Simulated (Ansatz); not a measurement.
Base system: AlN in the zinc blende structure (space group F-43m, No. 216; a = 4.370 Å). Axes: x, y, z lie along the cube axes.

One thing is altered: a free-standing slab of 5 layers (10 atoms, 2 a layer) is cut normal to [110], with 15 Å of vacuum and the in-plane cell held at bulk.

Method: r2SCAN, PAW, 500 eV (Ansatz, a quantum-chemistry and plane-wave program; scalar-relativistic without spin-orbit coupling).

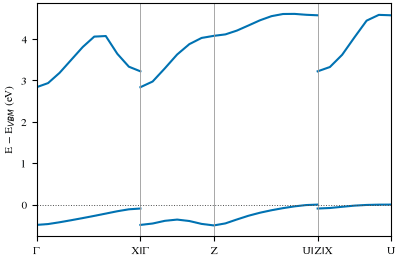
Fig. 1. Highest valence and lowest conduction band along the path of the changed cell's own zone

**Question.** Read the changed gap and its character from the plot.

**Answer.** About 2.8 eV, indirect, U → Γ.

No phonon test of stability was made. This is not the structure that AlN has at room temperature and ambient pressure. Labels are those of the standard path for the cell's own space group.
